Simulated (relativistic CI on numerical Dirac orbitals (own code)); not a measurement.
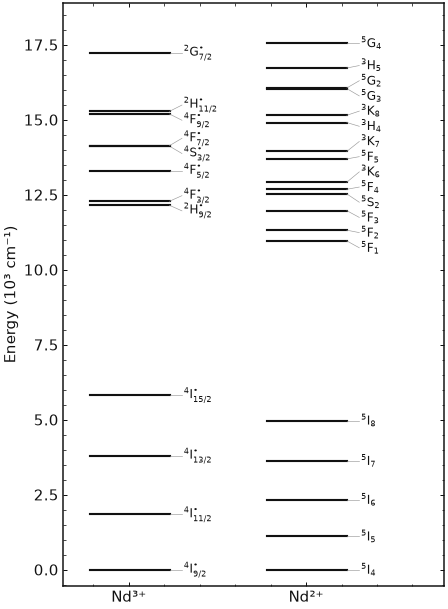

Dieke-type diagram of computed free-ion levels up to 18,000 cm⁻¹. Level of the calculation: Dirac CI, KLI exchange-only orbitals, Breit term, model QED, valence Slater integrals scaled by 0.8 (radial Dirac CI code). One f configuration each; labels give the leading LS term, or J alone where it holds under half of the level.

### Which gaps would favour luminescence? List them ion by ion.

Nd³⁺ (4f³), ground level ⁴I°₉/₂, first excited level ⁴I°₁₁/₂ at 1,850 cm⁻¹, largest gap 6,330 cm⁻¹ from ⁴I°₁₅/₂ to ²H°₉/₂; Nd²⁺ (4f⁴), ground level ⁵I₄, first excited level ⁵I₅ at 1,110 cm⁻¹, largest gap 5,990 cm⁻¹ from ⁵I₈ to ⁵F₁.
